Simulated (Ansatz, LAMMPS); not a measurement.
# Static equation of state of glassy 63SiO2-14B2O3-11Na2O-11CaO (mol %) (111 atoms)

Density of this cell: 2.59 g/cm³. The cell holds 111 atoms: 22 Si, 10 B, 8 Na, 4 Ca and 67 O. Cell: a = 11.384 Å, b = 10.788 Å, c = 11.249 Å, α = 88.8°, β = 85.5°, γ = 84.8°. The starting structure: 111 atoms (22 Si, 10 B, 8 Na, 4 Ca, 67 O) placed at random at 2.33 g/cm³, melted at 3000 K for 20 ps at fixed volume with the Buckingham and Coulomb pair potential of Guillot and Sator (Geochim. Cosmochim. Acta 71, 1249 (2007)) with the boron terms of Wang et al. (J. Non-Cryst. Solids 498, 294 (2018)). Quenched from 3000 K to 300 K at 10 K/ps and fixed volume, held 10 ps at zero pressure.

Calculated with Ansatz 0.2.0: Kohn-Sham DFT, PBEsol, PAW (set soft_2), plane waves; cutoff 420 eV, Γ point, gaussian smearing of 0.025 eV. Cell and atoms were relaxed first, to V0 = 12.356 Å³ an atom at a residual P0 = 0.000 GPa. The cell was then scaled evenly, and the atoms were relaxed at each volume.

| volume (Å³/atom) | pressure (GPa) |
| --- | --- |
| 11.120 | ? |
| 11.615 | 3.333 |
| 11.985 | 1.615 |
| 12.727 | -1.467 |
| 13.097 | -2.183 |

**Question.** Fit the third-order Birch–Murnaghan equation to the rows given and extrapolate to the withheld row.

Worked fit:

Take the Eulerian strain f = ½[(V0/V)^(2/3) − 1] and the normalised pressure F = (P − P0) / [3f(1 + 2f)^(5/2)]. The third-order Birch–Murnaghan equation is then the line F = B0 + (3/2)B0(B′ − 4) f, so u = f and v = F.

```
      u = f  v = F (GPa)
  0.0210566      47.5971
  0.0102569      49.9160
-0.00975675      52.6514
 -0.0190507      42.0868
```

With n = 4: mean u = 6.2650e-4, mean v = 48.0628, Σ(u − ū)² = 0.0010051, Σ(u − ū)(v − v̄) = 0.078279. Slope b = 0.078279 / 0.0010051 = 77.879; intercept a = v̄ − b ū = 48.014.

So B0 = a = 48.0 GPa and B′ = 4 + 2b/(3a) = 5.08. At the withheld volume f = 0.03638, F = a + b f = 50.85 GPa, and P = P0 + 3f(1 + 2f)^(5/2) F.

Prediction at 11.120: 6.615 GPa. The run gave 4.277 GPa, so the fit is high by 2.3 GPa (55 % of the value).

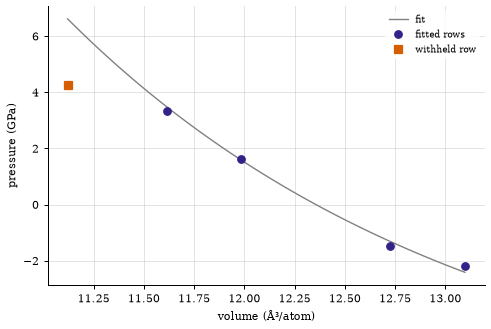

The fit, the rows that it rests on and the withheld row.

The series isn't one smooth equation of state: even a line fitted to all rows, the withheld one included, misses F by up to 21.7 %, the count of bonds changes along the series, an atom moves over 0.5 Å in some relaxation and a scaled cell ends below the relaxed one in energy. B0 and B′ are then only the numbers of this fit, not moduli of the material. Among the rows given, the largest miss of the fit is at 13.097, by 0.23 GPa (3.6 % of the range of the table).

Limits: Static cells at zero temperature; the cell shape is held. The program notes that the SCF threshold of these relaxations is loose for the stress. The quench rate of 10 K/ps is many orders above laboratory rates, so the cell is likely richer in defects and strain than a real sample. The network of bonds at the start is that of the classical potential that made the cell, and needn't be the one that DFT or experiment would give. Only the Γ point is sampled, in a cell whose shortest periodic width is 11 Å.

[Logs are printed without paths, hosts, clocks, repeated set-up lines and the standing remarks that a program may print on its own settings, such as how far it seeks lower states.]

[Hosts, paths, dates, database ids (printed as entryN), source tags and the programs' standing remarks are cut or masked in the printed files.]
